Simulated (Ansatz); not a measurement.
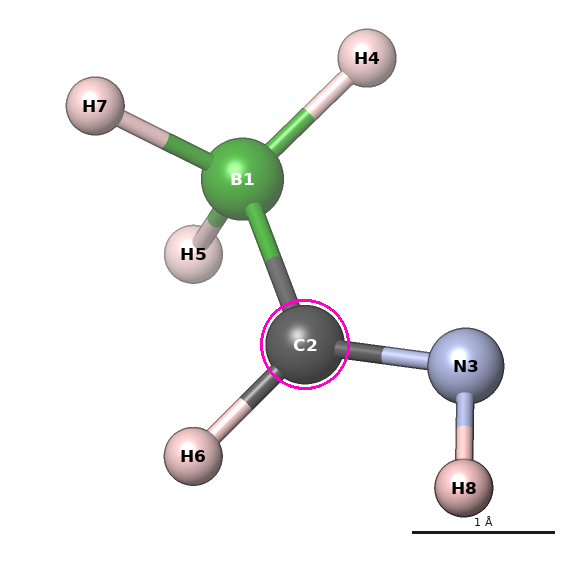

Orthographic view. Distant atoms are faded towards the background colour. Charge −1, singlet. The geometry was computed by an optimisation with PBE-D4/def2-SVPD. No frequency run is at hand to confirm it as a minimum.

> Which atoms are bonded to the circled atom?

The circled atom is C2; it is bonded to B1, N3, H6.

> Which atom is farthest from the viewer?

H5, 1.7 Å behind the mean position.

> Which atom is nearest the viewer?

H8, 1.5 Å in front of the mean position.

> Of B1 and C2, which is nearer the viewer?

C2; the bond to B1 points away from the viewer, so it looks shorter than its 1.60 Å.
